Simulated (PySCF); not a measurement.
Bond stretch in OH, doublet.

- UKS-wB97X-V = unrestricted wB97X-V/6-31G run with PySCF
- ROKS-wB97X-V = restricted open-shell wB97X-V/6-31G run with PySCF
- ROKS-PBE0 = restricted open-shell PBE0/6-31G (PySCF)

Magnitude of the dipole moment (D; its direction can reverse along the curve, and a method can change to another solution) and Mulliken charge of the fragment that holds O1:

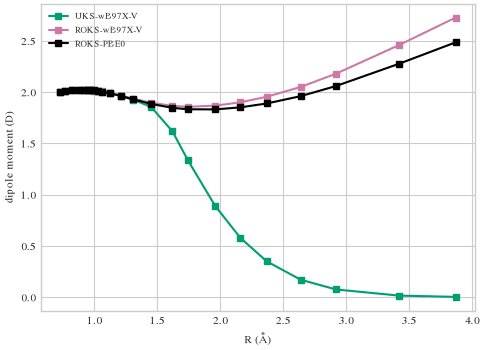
Figure. Dipole moment against bond length.

```tsv
R / Å	μ UKS-wB97X-V	q UKS-wB97X-V	μ ROKS-wB97X-V	q ROKS-wB97X-V	μ ROKS-PBE0	q ROKS-PBE0
0.73	2.00	-0.30	2.00	-0.30	2.00	-0.31
0.77	2.01	-0.32	2.01	-0.32	2.01	-0.33
0.82	2.02	-0.34	2.02	-0.34	2.02	-0.35
0.88	2.02	-0.35	2.02	-0.36	2.02	-0.37
0.92	2.02	-0.36	2.02	-0.36	2.02	-0.37
0.95	2.02	-0.36	2.02	-0.36	2.02	-0.37
0.97	2.02	-0.36	2.02	-0.36	2.02	-0.37
1.00	2.02	-0.36	2.02	-0.36	2.02	-0.37
1.03	2.01	-0.36	2.01	-0.36	2.01	-0.37
1.06	2.00	-0.36	2.01	-0.36	2.00	-0.37
1.12	1.99	-0.35	1.99	-0.35	1.99	-0.36
1.21	1.96	-0.33	1.97	-0.33	1.96	-0.34
1.31	1.92	-0.30	1.94	-0.30	1.93	-0.31
1.45	1.86	-0.26	1.90	-0.26	1.88	-0.27
1.62	1.62	-0.20	1.87	-0.23	1.85	-0.23
1.74	1.34	-0.15	1.86	-0.20	1.83	-0.21
1.96	0.89	-0.09	1.87	-0.18	1.83	-0.18
2.16	0.58	-0.05	1.90	-0.16	1.85	-0.16
2.37	0.35	-0.03	1.95	-0.15	1.89	-0.15
2.64	0.17	-0.01	2.05	-0.15	1.96	-0.14
2.92	0.08	0.00	2.18	-0.15	2.06	-0.14
3.42	0.02	0.00	2.46	-0.15	2.28	-0.14
3.87	0.00	0.00	2.73	-0.15	2.49	-0.13
```

The unrestricted determinant behind UKS-wB97X-V is spin-contaminated at 1.62 to 3.87 Å (<S²> up to 1.8, against 0.75 for a pure doublet). At the longest distance ROKS-wB97X-V, ROKS-PBE0 leaves fractional charges on the fragments, a sign of delocalisation error or of the restricted form.
